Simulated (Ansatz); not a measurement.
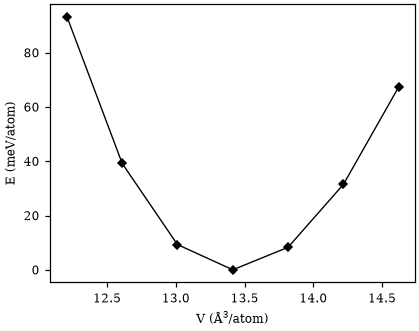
Figure. Si2W (MoSi2 or CaC2 type, space group No. 139) under volume change, plane-wave PAW r²SCAN (Ansatz code), shape and atoms relaxed at each volume.

Task: What does a third-order Birch–Murnaghan fit give for V₀, B₀ and B′?

Result: V₀ = 13.41 Å³/atom, B₀ = 232 GPa, B′ = 4.4.

Space group I4/mmm (MoSi2 or CaC2 type). Symmetry was held in the r²SCAN relaxation; of distortions, only those at the zone centre were tested. No spin polarisation was allowed. Spin–orbit coupling is left out wherever it is not named.

Potentials: the later of the program's two PAW sets.
